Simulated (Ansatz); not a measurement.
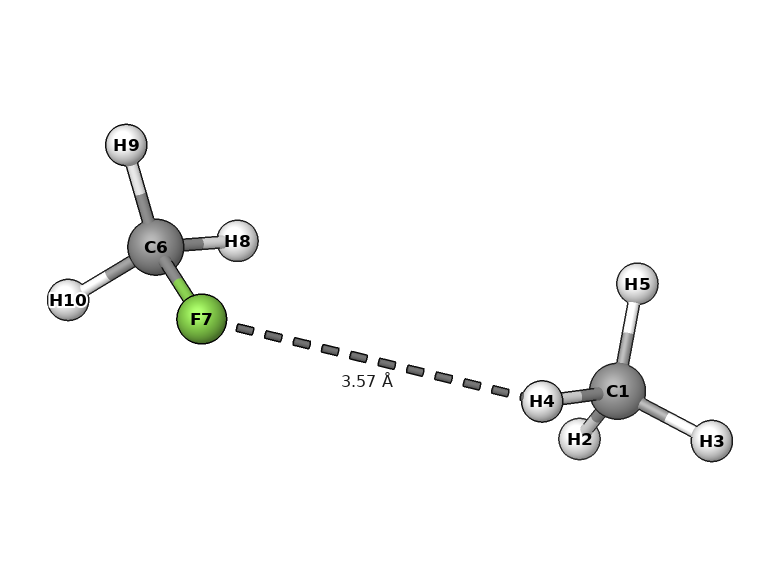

Two molecules or ions; the broken line marks their closest contact (measured against van der Waals radii). Geometry: a pair of rigid molecules at a changed separation. Program: Ansatz 0.2.0.

Q: Which two species are they?

A: CH4 and CH3F (`C.CF`).

Give the counterpoise-corrected interaction energy (kJ/mol, monomers kept as in the pair) with RHF-CCSD(T) (frozen core)/def2-TZVPPD; PBE0-D4/def2-TZVPPD; PBE-D4/def2-TZVPPD; B3LYP-D4/def2-TZVPPD; r2SCAN-D4/def2-TZVPPD.

```csv
level,interaction energy (kJ/mol)
RHF-CCSD(T) (frozen core)/def2-TZVPPD,−1.3
PBE0-D4/def2-TZVPPD,−1.7
PBE-D4/def2-TZVPPD,−1.8
B3LYP-D4/def2-TZVPPD,−1.1
r2SCAN-D4/def2-TZVPPD,−1.3
```
